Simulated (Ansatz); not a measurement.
The starting structures come from a database of crystals and need not be the phases stable at ambient conditions.

 Where the default PAW files enter, the runs use the earlier of Ansatz's two default sets.

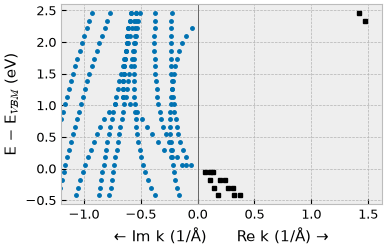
Fig. 1. Complex bands at the centre of the two-dimensional zone; PBEsol run with Ansatz (a program for electronic structure)

No gap correction and no spin-orbit coupling; mid-gap values are interpolated between computed energies.

Q: This is CaS (Fm-3m, rock salt, not sure to be the ambient phase, 2 atoms a cell, 23.2 Å³ an atom, -2 GPa at this level) along the normal of (110). Read off the slowest decay at the centre of the two-dimensional zone at 1.14 eV, the computed energy nearest the middle of the gap.

A: κ ≈ 0.22 1/Å, a decay length 1/(2κ) of the density of 2.3 Å.
